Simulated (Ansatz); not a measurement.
## C2H8SSi: nudged elastic band

- system: C2H8SSi
- method: RKS B3LYP-D4/def2-SVP (Ansatz 0.2.0)

One setting was made poor on purpose. It belongs to a series of runs on one base structure; here: band between the two ends. Figures and captions count atoms from 1; the log counts them from 0 in places.

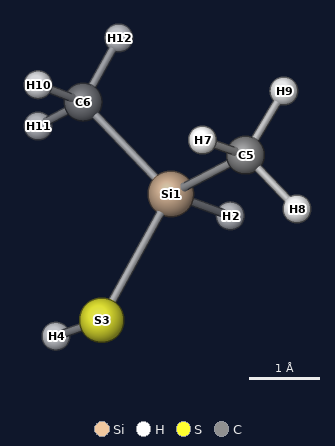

Figure 1. The starting structure (ball-and-stick view, seen at a tilt; atoms are numbered from 1 in the order of the input).

**Input file**
```yaml
crystal:
  periodic: [false, false, false]
  atoms:
    - { symbol: Si, position_ang: [-0.076077, 0.250007, -0.45328] }
    - { symbol: H, position_ang: [-0.661383, 1.45064, -1.122945] }
    - { symbol: S, position_ang: [0.437296, -1.23962, -1.949611] }
    - { symbol: H, position_ang: [-0.822139, -1.378848, -2.42596] }
    - { symbol: C, position_ang: [1.546488, 0.698589, 0.381982] }
    - { symbol: C, position_ang: [-1.322697, -0.434534, 0.779097] }
    - { symbol: H, position_ang: [1.996873, -0.18485, 0.862521] }
    - { symbol: H, position_ang: [2.270543, 1.103281, -0.342424] }
    - { symbol: H, position_ang: [1.378061, 1.461711, 1.159644] }
    - { symbol: H, position_ang: [-0.918563, -1.324735, 1.286986] }
    - { symbol: H, position_ang: [-2.261529, -0.724119, 0.280043] }
    - { symbol: H, position_ang: [-1.566875, 0.322479, 1.543746] }
basis:
  gaussian: { orbitals: def2-SVP }
hamiltonian:
  xc: b3lyp
  dispersion: d4
neb:
  order_check: false
  images: 7
  f_tol: 0.2
  max_iterations: 60
  final_atoms:
    - { symbol: Si, position_ang: [0.29418526, -0.7924844, -0.05783539] }
    - { symbol: H, position_ang: [-0.97796555, 1.38135177, -2.277328] }
    - { symbol: S, position_ang: [0.59059661, -2.21623921, -1.37741118] }
    - { symbol: H, position_ang: [-0.73372459, 0.68104021, -2.45264557] }
    - { symbol: C, position_ang: [1.55983562, 0.50525094, 0.42066133] }
    - { symbol: C, position_ang: [-1.29904704, -0.52425281, 0.89327035] }
    - { symbol: H, position_ang: [2.54366298, 0.27833237, -0.01327467] }
    - { symbol: H, position_ang: [1.22927432, 1.49059754, 0.047541] }
    - { symbol: H, position_ang: [1.64996676, 0.5853881, 1.5170453] }
    - { symbol: H, position_ang: [-1.13269545, -0.72082887, 1.96718851] }
    - { symbol: H, position_ang: [-2.09308011, -1.19225337, 0.53112234] }
    - { symbol: H, position_ang: [-1.63101083, 0.52409874, 0.80146498] }
  initial_path:
    images:
      - { positions_ang: [[-0.076077, 0.250007, -0.45328], [-0.661383, 1.45064, -1.122945], [0.437296, -1.23962, -1.949611], [-0.822139, -1.378848, -2.42596], [1.546488, 0.698589, 0.381982], [-1.322697, -0.434534, 0.779097], [1.996873, -0.18485, 0.862521], [2.270543, 1.103281, -0.342424], [1.378061, 1.461711, 1.159644], [-0.918563, -1.324735, 1.286986], [-2.261529, -0.724119, 0.280043], [-1.566875, 0.322479, 1.543746]] }
      - { positions_ang: [[-0.03484178, 0.10325763, -0.42616726], [-0.66514175, 1.27256261, -1.26191878], [0.40403488, -1.33426792, -1.94718218], [-0.74044511, -1.04345539, -2.38243894], [1.54397167, 0.68602936, 0.38142522], [-1.32961057, -0.43979041, 0.80468312], [2.08912469, -0.14303423, 0.79819981], [2.17809754, 1.17138399, -0.34199501], [1.35209142, 1.39107074, 1.19260118], [-0.97776352, -1.29928067, 1.37169038], [-2.26246127, -0.72618855, 0.30179789], [-1.55705821, 0.36171384, 1.50910357]] }
      - { positions_ang: [[0.00639344, -0.04349174, -0.39905453], [-0.6689005, 1.09448522, -1.40089256], [0.37077376, -1.42891584, -1.94475335], [-0.65875122, -0.70806278, -2.33891788], [1.54145534, 0.67346972, 0.38086844], [-1.33652413, -0.44504683, 0.83026924], [2.18137638, -0.10121847, 0.73387863], [2.08565209, 1.23948698, -0.34156602], [1.32612184, 1.32043048, 1.22555835], [-1.03696404, -1.27382633, 1.45639475], [-2.26339354, -0.7282581, 0.32355279], [-1.54724142, 0.40094869, 1.47446113]] }
      - { positions_ang: [[0.04762865, -0.1902411, -0.37194179], [-0.67265925, 0.91640782, -1.53986634], [0.33751263, -1.52356377, -1.94232453], [-0.57705733, -0.37267017, -2.29539681], [1.53893901, 0.66091008, 0.38031166], [-1.3434377, -0.45030324, 0.85585536], [2.27362807, -0.0594027, 0.66955744], [1.99320663, 1.30758997, -0.34113702], [1.30015226, 1.24979022, 1.25851553], [-1.09616455, -1.248372, 1.54109913], [-2.2643258, -0.73032765, 0.34530768], [-1.53742463, 0.44018353, 1.4398187]] }
      - { positions_ang: [[0.08886387, -0.33699047, -0.34482905], [-0.676418, 0.73833043, -1.67884012], [0.30425151, -1.61821169, -1.93989571], [-0.49536344, -0.03727756, -2.25187575], [1.53642268, 0.64835044, 0.37975488], [-1.35035127, -0.45555966, 0.88144148], [2.36587976, -0.01758694, 0.60523626], [1.90076117, 1.37569296, -0.34070803], [1.27418269, 1.17914996, 1.2914727], [-1.15536507, -1.22291767, 1.6258035], [-2.26525807, -0.7323972, 0.36706257], [-1.52760783, 0.47941838, 1.40517626]] }
      - { positions_ang: [[0.14019422, -0.45086395, -0.27308064], [-0.75180488, 0.89908577, -1.82846209], [0.37583779, -1.76771857, -1.79927457], [-0.55495373, 0.14230188, -2.30206821], [1.54227592, 0.61257557, 0.38998149], [-1.33752521, -0.47273295, 0.8843987], [2.41032556, 0.05639289, 0.45060853], [1.73288946, 1.40441911, -0.24364578], [1.3681287, 1.0307095, 1.34786585], [-1.14969767, -1.09739547, 1.71114975], [-2.22221358, -0.84736124, 0.40807751], [-1.55345858, 0.49058847, 1.25424844]] }
      - { positions_ang: [[0.19152457, -0.56473743, -0.20133222], [-0.82719177, 1.0598411, -1.97808406], [0.44742406, -1.91722545, -1.65865344], [-0.61454402, 0.32188132, -2.35226066], [1.54812915, 0.57680069, 0.4002081], [-1.32469915, -0.48990624, 0.88735592], [2.45477137, 0.13037272, 0.2959808], [1.56501775, 1.43314525, -0.14658352], [1.46207472, 0.88226903, 1.404259], [-1.14403026, -0.97187327, 1.79649601], [-2.17916909, -0.96232529, 0.44909245], [-1.57930933, 0.50175856, 1.10332062]] }
      - { positions_ang: [[0.24285491, -0.67861092, -0.1295838], [-0.90257866, 1.22059643, -2.12770603], [0.51901034, -2.06673233, -1.51803231], [-0.6741343, 0.50146077, -2.40245312], [1.55398239, 0.54102581, 0.41043472], [-1.3118731, -0.50707953, 0.89031314], [2.49921717, 0.20435254, 0.14135306], [1.39714604, 1.46187139, -0.04952126], [1.55602074, 0.73382857, 1.46065215], [-1.13836285, -0.84635107, 1.88184226], [-2.1361246, -1.07728933, 0.49010739], [-1.60516008, 0.51292865, 0.9523928]] }
      - { positions_ang: [[0.29418526, -0.7924844, -0.05783539], [-0.97796555, 1.38135177, -2.277328], [0.59059661, -2.21623921, -1.37741118], [-0.73372459, 0.68104021, -2.45264557], [1.55983562, 0.50525094, 0.42066133], [-1.29904704, -0.52425281, 0.89327035], [2.54366298, 0.27833237, -0.01327467], [1.22927432, 1.49059754, 0.047541], [1.64996676, 0.5853881, 1.5170453], [-1.13269545, -0.72082887, 1.96718851], [-2.09308011, -1.19225337, 0.53112234], [-1.63101083, 0.52409874, 0.80146498]] }
```

Hardware: 2 threads of Arm Neoverse V1, 24 GiB of memory available, shared host.

Launch command:
```bash
ansatz run input.yaml --threads 2 --pin off --max-ram 3072MiB --backend cpu --events-out ev --progress --plain --runs-dir out
```

**What the program printed**
```
Engine: ansatz 0.2.0, aarch64-unknown-linux-gnu
Functional definition: B3LYP
  parameter a0 = 0.2
  parameter ax = 0.72
  parameter ac = 0.81
  exchange = (1 - a0 - ax)*slater_x + ax*b88_x + a0*exact_x
  correlation = (1 - ac)*vwn_rpa_c + ac*lyp_c
1111 factors; integrals over basis functions are off by at most 2.6e-4 eV
mean field evaluation 1: about -20903.7652 eV, gradient 6.0e1 eV
mean field evaluation 2: about -20899.4759 eV, gradient 6.9e1 eV
mean field evaluation 4: about -20912.6157 eV, gradient 2.0e0 eV
mean field evaluation 8: about -20912.6321 eV, gradient 7.9e-2 eV
mean field -20912.63216655 eV, -768.5250570295 hartree, gradient 3.2e-5 eV, S^2 0.000000; 0 other end points of the search recorded, 0 dependent functions left out
the calculation of the forces begins
reference -20912.63241587 eV, -768.5250661920 hartree; 25, 25 occupied and 79, 79 virtual orbitals, 1111 factors
1114 factors; integrals over basis functions are off by at most 8.3e-4 eV
mean field evaluation 16: about -20902.5592 eV, gradient 6.0e1 eV
mean field -20911.42171261 eV, -768.4805736678 hartree, gradient 2.7e-5 eV, S^2 0.000000; 0 other end points of the search recorded, 0 dependent functions left out
[... from here on the field's lines of each further geometry are left out, up to the last ...]
NEB iter   1: max|band force component| = 3.090e0 eV/Å  barrier→ = 2.5703 eV  barrier← = 1.3635 eV  Δτ_max = 0.2000 Å  (231 SCF iters)
NEB iter   2: max|band force component| = 1.118e0 eV/Å  barrier→ = 2.3260 eV  barrier← = 1.1193 eV  Δτ_max = 0.2000 Å  (196 SCF iters)
NEB iter   3: max|band force component| = 1.402e0 eV/Å  barrier→ = 2.2956 eV  barrier← = 1.0888 eV  Δτ_max = 0.0994 Å  (185 SCF iters)
NEB iter   4: max|band force component| = 4.127e-1 eV/Å  barrier→ = 2.1800 eV  barrier← = 0.9732 eV  CI = image 4  Δτ_max = 0.0564 Å  (181 SCF iters)
NEB iter   5: max|band force component| = 3.109e-1 eV/Å  barrier→ = 2.1999 eV  barrier← = 0.9931 eV  CI = image 4  Δτ_max = 0.0724 Å  (174 SCF iters)
the calculation of the forces begins
reference -20911.40763249 eV, -768.4800562329 hartree; 25, 25 occupied and 79, 79 virtual orbitals, 1114 factors
1113 factors; integrals over basis functions are off by at most 6.2e-4 eV
mean field evaluation 448: about -20910.4348 eV, gradient 1.4e-3 eV
mean field -20910.43483080 eV, -768.4443064300 hartree, gradient 3.8e-5 eV, S^2 0.000000; 1 other end points of the search recorded, 0 dependent functions left out
the calculation of the forces begins
reference -20910.43508240 eV, -768.4443156763 hartree; 25, 25 occupied and 79, 79 virtual orbitals, 1113 factors
NEB iter   6: max|band force component| = 1.029e-1 eV/Å  barrier→ = 2.1927 eV  barrier← = 0.9860 eV  CI = image 4  Δτ_max = 0.0000 Å  (359 SCF iters)
```

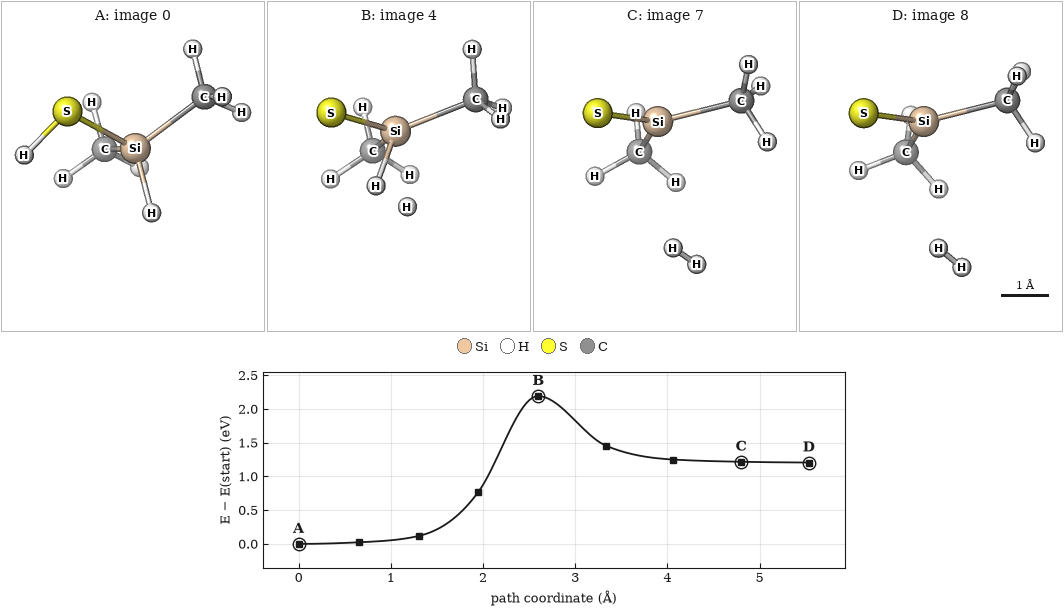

Figure 2. Images of the last band (counted from 0; ball-and-stick, seen at an oblique angle) above the energy along the path; the line is a cubic interpolation that uses the forces. The highest image is number 4, 2.193 eV above the start and 0.986 eV above the end (the climbing image); the end lies 1.207 eV above the start. The path is 5.53 Å long. The band converged in 6 iterations.

```
Total energy: -20910.85646703 eV, -768.4598012759 hartree
Atom 0 at     0.060285    -0.329837    -0.381573 Å, force    -0.003936    -0.015142    -0.019572 eV/Å
Atom 1 at    -0.637722     0.858458    -1.477847 Å, force     0.012938    -0.022490     0.001435 eV/Å
Atom 2 at     0.331087    -1.691627    -1.881357 Å, force     0.010415    -0.022089    -0.006816 eV/Å
Atom 3 at    -0.405971     0.040335    -1.974816 Å, force    -0.003061     0.062872     0.053155 eV/Å
Atom 4 at     1.504331     0.643832     0.312119 Å, force    -0.074094     0.013721    -0.021680 eV/Å
Atom 5 at    -1.365434    -0.463891     0.821786 Å, force     0.044131     0.032597     0.000182 eV/Å
Atom 6 at     2.299581    -0.072391     0.578856 Å, force     0.000719    -0.008786     0.023331 eV/Å
Atom 7 at     1.921914     1.325853    -0.444374 Å, force     0.011937    -0.029377    -0.019403 eV/Å
Atom 8 at     1.225591     1.223547     1.205779 Å, force     0.016697     0.019499    -0.004649 eV/Å
Atom 9 at    -1.088510    -1.204027     1.593588 Å, force    -0.002878    -0.009895     0.001986 eV/Å
Atom 10 at    -2.275928    -0.825242     0.322801 Å, force     0.003160    -0.011421    -0.014432 eV/Å
Atom 11 at    -1.569225     0.494990     1.324836 Å, force    -0.016028    -0.009489     0.006462 eV/Å
Dipole moment:    -0.108541     0.550675     0.565947 e Å
this run last wrote the band of iteration 6 to [file]
```

**The last band as extended XYZ (Å, eV, eV/Å)**
```
12
Properties=species:S:1:pos:R:3:forces:R:3 image=0 energy=-20913.04892
Si   -0.0761    0.2500   -0.4533   -0.0035  -0.0061   0.0017
H    -0.6614    1.4506   -1.1229   -0.0030   0.0069  -0.0022
S     0.4373   -1.2396   -1.9496    0.0035  -0.0031  -0.0023
H    -0.8221   -1.3788   -2.4260   -0.0006   0.0014   0.0017
C     1.5465    0.6986    0.3820    0.0022  -0.0001   0.0014
C    -1.3227   -0.4345    0.7791    0.0003  -0.0010   0.0006
H     1.9969   -0.1848    0.8625    0.0007   0.0002  -0.0002
H     2.2705    1.1033   -0.3424    0.0004  -0.0008   0.0002
H     1.3781    1.4617    1.1596   -0.0005   0.0010  -0.0002
H    -0.9186   -1.3247    1.2870   -0.0008   0.0010  -0.0012
H    -2.2615   -0.7241    0.2800    0.0012   0.0004   0.0004
H    -1.5669    0.3225    1.5437    0.0001   0.0002   0.0001
12
Properties=species:S:1:pos:R:3:forces:R:3 image=1 energy=-20913.02518
Si   -0.0913    0.1677   -0.4315    0.0127   0.0359  -0.0117
H    -0.6765    1.3118   -1.1949    0.0026   0.0004   0.0155
S     0.3999   -1.3877   -1.8720   -0.0313   0.0283  -0.0315
H    -0.6313   -1.0970   -2.7000    0.0060  -0.0511   0.0291
C     1.5338    0.6706    0.3708   -0.0113   0.0219   0.0158
C    -1.3414   -0.4118    0.8518    0.0026  -0.0022  -0.0118
H     2.1012   -0.2109    0.7111   -0.0216  -0.0088   0.0162
H     2.1631    1.2237   -0.3437    0.0098  -0.0193   0.0029
H     1.3530    1.3163    1.2462    0.0055   0.0069  -0.0062
H    -0.9298   -1.2211    1.4763    0.0127  -0.0048  -0.0179
H    -2.2594   -0.7874    0.3721    0.0057   0.0025  -0.0032
H    -1.6214    0.4259    1.5136    0.0064  -0.0097   0.0029
12
Properties=species:S:1:pos:R:3:forces:R:3 image=2 energy=-20912.93157
Si   -0.0891    0.0467   -0.3885   -0.0162   0.1061  -0.0007
H    -0.6799    1.1364   -1.2200   -0.0259   0.1040   0.0762
S     0.2570   -1.5226   -1.8520   -0.0149   0.0583   0.0230
H    -0.3212   -0.6942   -2.7468    0.0244  -0.2237  -0.2604
C     1.5309    0.6547    0.3502   -0.0057   0.0137   0.0035
C    -1.3666   -0.4410    0.8993    0.0065   0.0294   0.0318
H     2.2159   -0.1653    0.6195   -0.0671  -0.0218   0.0294
H     2.0429    1.2878   -0.3928    0.0354  -0.0286   0.0339
H     1.3418    1.2630    1.2500    0.0325   0.0165   0.0092
H    -1.0208   -1.2151    1.6024    0.0457  -0.0051  -0.0269
H    -2.2765   -0.8097    0.3997    0.0103  -0.0058   0.0211
H    -1.6344    0.4594    1.4787   -0.0250  -0.0429   0.0599
12
Properties=species:S:1:pos:R:3:forces:R:3 image=3 energy=-20912.27593
Si   -0.0295   -0.1010   -0.3745   -0.2795   0.7060   0.0158
H    -0.6300    0.9469   -1.2978    0.0227   0.2908   0.6374
S     0.2562   -1.5491   -1.9294   -0.1705   0.3504  -0.1667
H    -0.3208   -0.3513   -2.3235    0.2641  -1.1877  -1.0803
C     1.5323    0.6402    0.3352    0.0350  -0.0093   0.0384
C    -1.3711   -0.4744    0.8643    0.0169  -0.0232   0.1237
H     2.2997   -0.1020    0.5975   -0.0055  -0.0495   0.0797
H     1.9536    1.3153   -0.4260    0.0829  -0.0071   0.0542
H     1.2725    1.2320    1.2265    0.1152   0.0616   0.0632
H    -1.0915   -1.2209    1.6204    0.0073  -0.0588   0.0762
H    -2.2764   -0.8174    0.3403    0.0098  -0.0097   0.0366
H    -1.5950    0.4816    1.3670   -0.0985  -0.0635   0.1218
12
Properties=species:S:1:pos:R:3:forces:R:3 image=4 energy=-20910.85621
Si    0.0603   -0.3298   -0.3816   -0.0039  -0.0151  -0.0196
H    -0.6377    0.8585   -1.4778    0.0129  -0.0225   0.0014
S     0.3311   -1.6916   -1.8814    0.0104  -0.0221  -0.0068
H    -0.4060    0.0403   -1.9748   -0.0031   0.0629   0.0532
C     1.5043    0.6438    0.3121   -0.0741   0.0137  -0.0217
C    -1.3654   -0.4639    0.8218    0.0441   0.0326   0.0002
H     2.2996   -0.0724    0.5789    0.0007  -0.0088   0.0233
H     1.9219    1.3259   -0.4444    0.0119  -0.0294  -0.0194
H     1.2256    1.2235    1.2058    0.0167   0.0195  -0.0046
H    -1.0885   -1.2040    1.5936   -0.0029  -0.0099   0.0020
H    -2.2759   -0.8252    0.3228    0.0032  -0.0114  -0.0144
H    -1.5692    0.4950    1.3248   -0.0160  -0.0095   0.0065
12
Properties=species:S:1:pos:R:3:forces:R:3 image=5 energy=-20911.59207
Si    0.1867   -0.5923   -0.2736    0.1142  -0.2277   0.0380
H    -0.7811    1.0674   -1.6512   -0.1122   0.1945  -0.1548
S     0.4786   -1.9537   -1.6700    0.1147  -0.1927   0.1667
H    -0.5801    0.4110   -2.0061   -0.1458   0.3510  -0.0078
C     1.5076    0.6131    0.3073    0.0389  -0.0008  -0.0058
C    -1.3355   -0.5023    0.8178    0.0385  -0.0215   0.0926
H     2.3877    0.0064    0.5842    0.0070   0.0851   0.0149
H     1.8333    1.2954   -0.4986   -0.0721  -0.1143   0.0304
H     1.1955    1.2141    1.1780    0.0104  -0.0533  -0.0550
H    -1.1353   -1.1904    1.6622   -0.0723   0.0449  -0.0135
H    -2.2369   -0.8669    0.3033    0.0390  -0.0126  -0.0150
H    -1.5205    0.4981    1.2466    0.0397  -0.0526  -0.0906
12
Properties=species:S:1:pos:R:3:forces:R:3 image=6 energy=-20911.79835
Si    0.2764   -0.7398   -0.1347    0.0058  -0.0024   0.0266
H    -0.9533    1.3120   -1.8763   -0.0249   0.0506  -0.0210
S     0.5921   -2.1489   -1.4655    0.0191  -0.0292   0.0173
H    -0.7394    0.6520   -2.1914   -0.0182   0.0277  -0.0256
C     1.5472    0.5561    0.3467    0.0295   0.0027  -0.0276
C    -1.3082   -0.5426    0.8477    0.0096  -0.0036   0.0327
H     2.5241    0.0767    0.5176   -0.0033   0.0140   0.0043
H     1.6817    1.2632   -0.4910   -0.0225  -0.0268   0.0296
H     1.2543    1.1280    1.2411    0.0116  -0.0204  -0.0006
H    -1.1993   -1.0950    1.7989   -0.0124   0.0158  -0.0042
H    -2.1631   -0.9726    0.3067    0.0019  -0.0128   0.0025
H    -1.5126    0.5110    1.0999    0.0036  -0.0157  -0.0340
12
Properties=species:S:1:pos:R:3:forces:R:3 image=7 energy=-20911.83123
Si    0.3060   -0.7892   -0.0748   -0.0002  -0.0037   0.0024
H    -1.0251    1.3847   -2.0952    0.0003   0.0004  -0.0029
S     0.6234   -2.2255   -1.3756    0.0037  -0.0021   0.0083
H    -0.7899    0.7012   -2.3359   -0.0046   0.0100  -0.0075
C     1.5690    0.5153    0.3953    0.0036   0.0096  -0.0124
C    -1.2977   -0.5313    0.8608    0.0052   0.0017   0.0059
H     2.5930    0.1374    0.2616   -0.0024  -0.0039  -0.0064
H     1.4447    1.3847   -0.2749   -0.0112  -0.0031   0.0157
H     1.4324    0.8699    1.4294    0.0070  -0.0103   0.0083
H    -1.1771   -0.8975    1.8959    0.0008   0.0077  -0.0001
H    -2.1210   -1.0884    0.3924   -0.0001  -0.0057   0.0011
H    -1.5578    0.5385    0.9208   -0.0021  -0.0006  -0.0125
12
Properties=species:S:1:pos:R:3:forces:R:3 image=8 energy=-20911.84218
Si    0.2942   -0.7925   -0.0578   -0.0022   0.0073  -0.0028
H    -0.9780    1.3814   -2.2773    0.0025  -0.0052  -0.0021
S     0.5906   -2.2162   -1.3774    0.0013  -0.0016   0.0133
H    -0.7337    0.6810   -2.4526   -0.0041   0.0125   0.0030
C     1.5598    0.5053    0.4207   -0.0030  -0.0044  -0.0084
C    -1.2990   -0.5243    0.8933    0.0040  -0.0057   0.0041
H     2.5437    0.2783   -0.0133   -0.0034  -0.0027  -0.0004
H     1.2293    1.4906    0.0475    0.0018   0.0024   0.0058
H     1.6500    0.5854    1.5170    0.0024  -0.0025  -0.0016
H    -1.1327   -0.7208    1.9672   -0.0027   0.0077  -0.0108
H    -2.0931   -1.1923    0.5311    0.0058   0.0025   0.0001
H    -1.6310    0.5241    0.8015   -0.0025  -0.0103  -0.0003
```

**Summary**

| quantity | value |
| --- | --- |
| outcome | converged |
| barrier, forward | 2.193 eV |
| barrier, backward | 0.986 eV |
| wall time | 2.1 min (CPU time 4 min) |
| peak memory | 0.22 GiB |

**Notes**

A deliberately poor setting: loose force. The order of the saddle point was not checked.
